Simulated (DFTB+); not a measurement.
## Single-point calculation of C2H9FOSi2

System: C2H9FOSi2, SMILES FCC[SiH2]O[SiH3].
Method: GFN1-xTB, R-SCC, dispersion built in, COSMO solvent dmso (DFTB+ 25.1).

The geometry: force field.

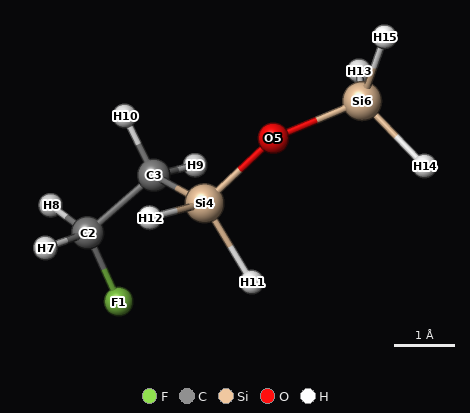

**Figure 1.** The structure as given in the input (ball-and-stick view, seen at a tilt; atoms are numbered from 1 in the order of the input).

**Input file (dftb_in.hsd)**
```
Geometry = GenFormat {
  <<< "start.gen"
}
Hamiltonian = xTB {
  Method = "GFN1-xTB"
  Solvation = Cosmo {
    Solvent = fromName {
      "dmso"
    }
    RadiiScaling {
      F = 1.1
      C = 1.1
      Si = 1.1
      O = 1.1
      H = 1.1
    }
    AngularGrid = 302
    FreeEnergyShift [kcal/mol] = 0.0
    Solver = DomainDecomposition {
      MaxMoment = 10
      Accuracy = 1e-08
    }
  }
}
Options {
  WriteResultsTag = Yes
}
InputVersion = 25.1
```

**File start.gen**
```
15 C
F C Si O H
   1  1      0.635600     -2.727000      1.252700
   2  2      1.562400     -1.848200      0.803900
   3  2      0.944400     -0.464200      0.562200
   4  3     -0.126300     -0.347900     -0.870500
   5  4     -0.736300      1.176500     -1.164100
   6  3     -1.776400      2.299700     -0.477900
   7  5      2.034600     -2.273800     -0.095600
   8  5      2.372500     -1.792300      1.576800
   9  5      0.452700     -0.131600      1.524000
  10  5      1.797000      0.245500      0.431900
  11  5     -1.384700     -1.236700     -0.632900
  12  5      0.524200     -0.817500     -2.068300
  13  5     -1.419400      2.568600      0.911000
  14  5     -3.185000      1.762400     -0.484200
  15  5     -1.717200      3.535800     -1.239800
```

Command:
```bash
dftb+ > output.log
```

**Output**
```
|  DFTB+ development version (commit: a23bfb2)

Reading input file 'dftb_in.hsd'
Parser version: 14

--------------------------------------------------------------------------------

Processed input in HSD format written to 'dftb_pin.hsd'

Starting initialization...
--------------------------------------------------------------------------------
OpenMP threads:              1
Chosen random seed:          197011287
Current stacksize:           unlimited
Mode:                        Static calculation
Self consistent charges:     Yes
SCC-tolerance:                 0.100000E-04
Max. scc iterations:                    100
Shell resolved Hubbard:      Yes
Spin polarisation:           No
Nr. of up electrons:            19.000000
Nr. of down electrons:          19.000000
Periodic boundaries:         No
Electronic solver:           Relatively robust
Mixer:                       Broyden mixer
Mixing parameter:                  0.200000
Nr. of chrg. vec. in memory:            100
Max. SCC-cycles:                        100
tblite library version:      0.3.0
-> parametrization:          GFN1-xTB
-> repulsion:                Yes
-> dispersion:               Yes
-> halogen bonding:          Yes
-> electrostatics:           Yes
   -> isotropic:             Yes
   -> anisotropic:           No
   -> third-order:           Yes
Electronic temperature:              0.950045E-03 H      0.258520E-01 eV
Initial charges:             Set automatically (system chrg:   0.000E+00)
Included shells:             F:  s, p
                             C:  s, p
                            Si:  s, p, d
                             O:  s, p
                             H:  s, s2
Solvation:                   conductor like screening model
Dielectric constant:           4.720000E+01
Free energy shift:             0.000000E+00 H      0.000000E+00 eV
Grid points:                   4.530000E+03 total           302 per atom
Solver:                      domain decomposition
SASA model:                  No
Solvated fields rescaled:    Yes
Extra options:
                             Mulliken analysis

--------------------------------------------------------------------------------

***  Geometry step: 0

 iSCC Total electronic   Diff electronic      SCC error
    1   -0.22803202E+02    0.00000000E+00    0.11969995E+01
    2   -0.22898045E+02   -0.22803202E+02    0.91337013E+00
    3   -0.22873104E+02   -0.94842452E-01    0.45089314E+00
    4   -0.22952617E+02    0.24940448E-01    0.24937782E+00
    5   -0.22950837E+02   -0.79512330E-01    0.91474181E-01
    6   -0.22953618E+02    0.17795593E-02    0.12442477E-01
    7   -0.22953511E+02   -0.27803317E-02    0.18466186E-01
    8   -0.22953637E+02    0.10644259E-03    0.54695394E-02
    9   -0.22953650E+02   -0.12558106E-03    0.87085516E-03
   10   -0.22953650E+02   -0.12951335E-04    0.72547081E-03
   11   -0.22953650E+02    0.99409370E-08    0.23650299E-03
   12   -0.22953650E+02   -0.99303826E-07    0.19939939E-03
   13   -0.22953650E+02   -0.39839883E-08    0.76981222E-04
   14   -0.22953650E+02   -0.84160163E-08    0.38268977E-05

Total Energy:                      -22.7992596224 H         -620.3994 eV
Extrapolated to 0K:                -22.7992596224 H         -620.3994 eV
Total Mermin free energy:          -22.7992596224 H         -620.3994 eV
Force related energy:              -22.7992596224 H         -620.3994 eV

Cavity information written to dftbp.cosmo

--------------------------------------------------------------------------------
--------------------------------------------------------------------------------
SCC                                    +       1.08 ( 98.4%)       1.09 ( 98.4%)
Post-geometry optimisation             +       0.01 (  1.0%)       0.01 (  0.9%)
--------------------------------------------------------------------------------
Missing                                +       0.01 (  0.6%)       0.01 (  0.7%)
Total                                  =       1.09 (100.0%)       1.10 (100.0%)
--------------------------------------------------------------------------------
```

**File band.out**
```
 KPT            1  SPIN            1  KWEIGHT    1.0000000000000000
     1    -23.3222  2.00000
     2    -21.0169  2.00000
     3    -17.8696  2.00000
     4    -17.5637  2.00000
     5    -16.8152  2.00000
     6    -16.1595  2.00000
     7    -15.9235  2.00000
     8    -15.8855  2.00000
     9    -15.4269  2.00000
    10    -15.0770  2.00000
    11    -15.0437  2.00000
    12    -14.5064  2.00000
    13    -13.7677  2.00000
    14    -13.3773  2.00000
    15    -13.0364  2.00000
    16    -12.4818  2.00000
    17    -12.3786  2.00000
    18    -12.1718  2.00000
    19    -11.7648  2.00000
    20     -5.3017  0.00000
    21     -4.6430  0.00000
    22     -4.3107  0.00000
    23     -4.2267  0.00000
    24     -3.8252  0.00000
    25     -2.8991  0.00000
    26     -2.5668  0.00000
    27     -2.4164  0.00000
    28     -1.7705  0.00000
    29     -1.3919  0.00000
    30     -1.3475  0.00000
    31     -1.1848  0.00000
    32     -1.0903  0.00000
    33     -0.8939  0.00000
    34     -0.4911  0.00000
    35     -0.0719  0.00000
    36      0.2060  0.00000
    37      0.4689  0.00000
    38      1.1664  0.00000
    39      1.7792  0.00000
    40      4.8597  0.00000
    41      6.0213  0.00000
    42      6.1505  0.00000
    43      7.0486  0.00000
    44      9.1391  0.00000
    45      9.7784  0.00000
    46     10.2043  0.00000
    47     28.2060  0.00000
    48     31.0892  0.00000
    49     32.4228  0.00000
    50     35.3824  0.00000
    51     37.2553  0.00000
    52     44.4149  0.00000
```

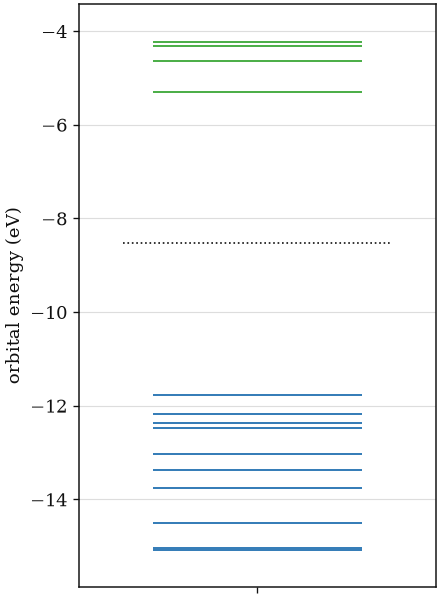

**Figure 2.** Orbital energies near the frontier; the dotted line parts filled from empty levels, and levels within 0.02 eV of each other stand side by side. Highest filled −11.76 eV, lowest empty −5.30 eV, 6.46 eV apart.

**Key numbers**

```csv
quantity,value
outcome,converged
Mermin free energy,−22.799260 hartree
solvation energy,−0.012858 hartree
basis functions,52
HOMO,−11.76 eV
LUMO,−5.30 eV
dipole moment,5.45 D
hardware,"1 thread of AMD EPYC (Zen 3), 24 GiB of memory available, shared host"
wall time,1.1 s
peak memory,0.071 GiB
```

**Remarks**

Settings chosen away from the usual ones: angular_grid.
